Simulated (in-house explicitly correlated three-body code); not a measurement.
Two electrons around a point charge Z = 19.691. Computed variationally in 260 exponentially correlated functions with an in-house code, non-relativistic, converged to about 10⁻⁸ of the energy. Wanted, and plotted below: the bound S and P states that converged, by term and principal number n, on a logarithmic scale of binding.

The ground state is bound by 4945 eV. The n = 2 states drawn run, from the deepest, 2 ³S (1219 eV), 2 ³P (1200 eV), 2 ¹S (1198 eV), 2 ¹P (1184 eV). Exchange puts 2 ³S below 2 ¹S by 21.7 eV and 2 ³P below 2 ¹P by 16.1 eV. Quantum defects n − (Z − 1)/√(2 E(binding)): 2 ³S 0.026, 2 ³P 0.010, 2 ¹S 0.008, 2 ¹P −0.004.

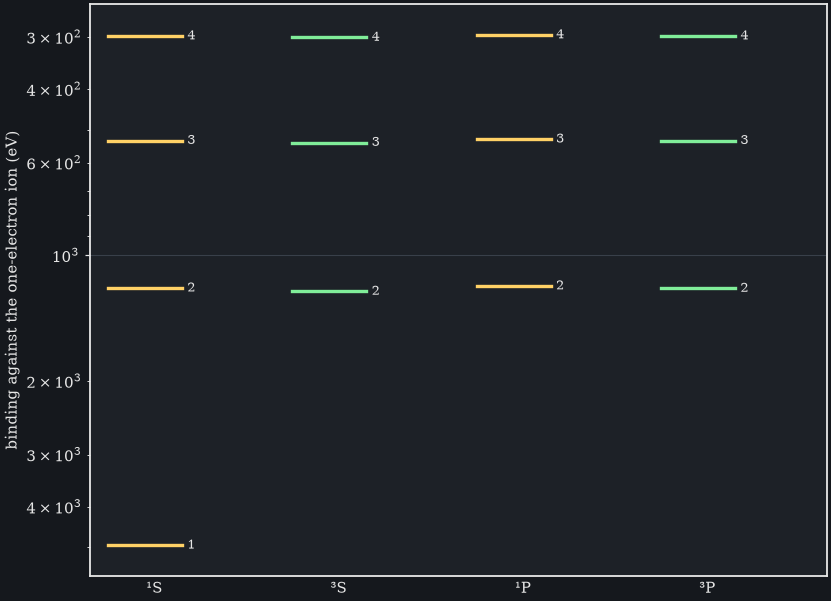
